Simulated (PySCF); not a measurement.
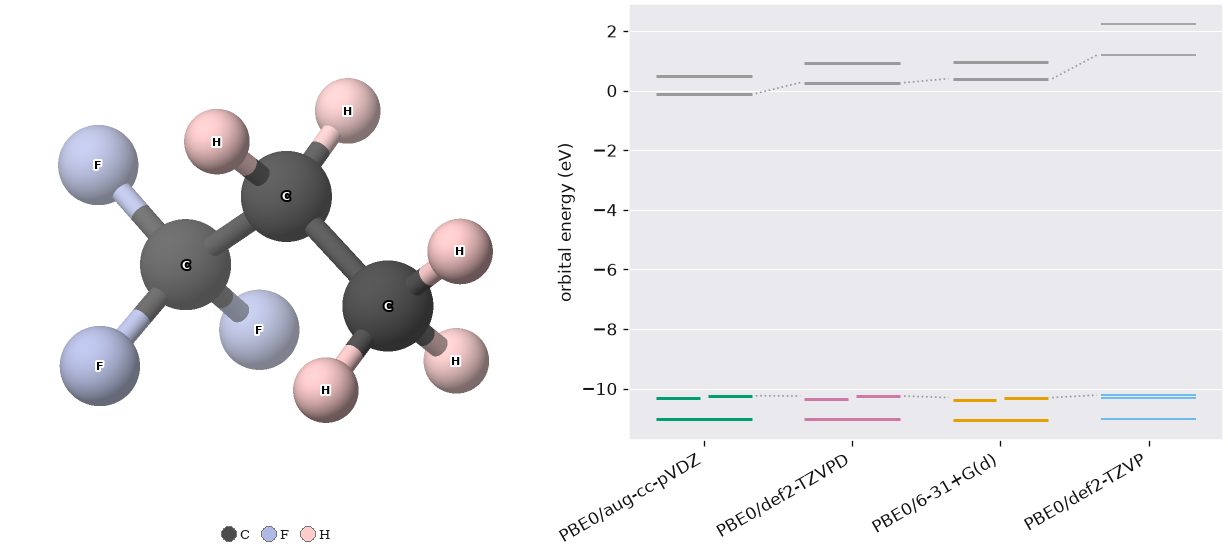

Frontier orbital energies of C₃H₅F₃ (1,1,1-trifluoropropane), SMILES CCC(F)(F)F at one geometry, PySCF 2.14.0, at a PBE0-D3(BJ)/def2-SVP geometry (no frequency check). Empty levels are grey, levels within 0.1 eV stand side by side; all columns show the same few orbitals around the gap. Dotted lines join the HOMOs and the LUMOs.

> How do the frontier levels move from column to column?

The separation grows from 10.14 eV (PBE0/aug-cc-pVDZ) to 11.41 eV (PBE0/def2-TZVP).

| level | HOMO (eV) | LUMO (eV) | separation (eV) |
| --- | --- | --- | --- |
| PBE0/aug-cc-pVDZ | −10.24 | −0.10 | 10.14 |
| PBE0/def2-TZVPD | −10.25 | 0.27 | 10.52 |
| PBE0/6-31+G(d) | −10.30 | 0.40 | 10.70 |
| PBE0/def2-TZVP | −10.22 | 1.19 | 11.41 |

Limits of at least one run: empty levels above zero depend strongly on the basis.
